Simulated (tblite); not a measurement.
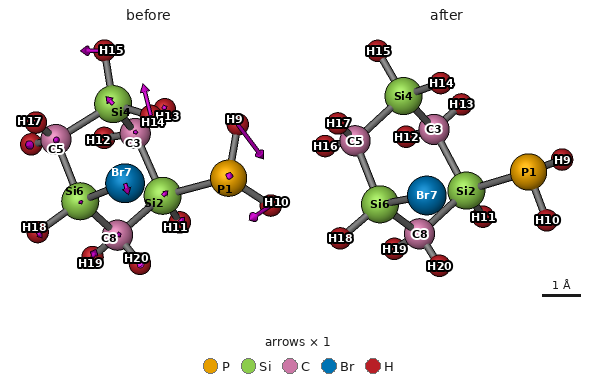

The structure of C3H12BrPSi3 before (left) and after (right) a relaxation, at one scale. The purple arrows give the displacements, at their true length.

Style: ball-and-stick. Shown at a tilt.

Computed with GFN2-xTB geometry optimisation, gas phase in tblite. 

**Summarise the run.**

The energy falls by 99.1 kJ/mol in 135 geometry steps. The atom that moves furthest after the best rigid fit is H9 (1.39 Å). Largest moves by element: H 1.39 Å, Br 0.34 Å, Si 0.30 Å, P 0.24 Å, C 0.17 Å. Among the contacts that change: P1–H10 1.467 → 1.386 Å, P1–H9 1.463 → 1.387 Å, Si2–C8 1.857 → 1.914 Å, Si6–C8 1.837 → 1.893 Å. Among the angles between lasting bonds that change: H9–P1–H10 109.5° → 92.3°, Si2–P1–H9 107.7° → 94.2°, Si2–P1–H10 106.3° → 95.1°. Groups turn about P1–Si2 by about 60°, Si4–C5 by about 20°.
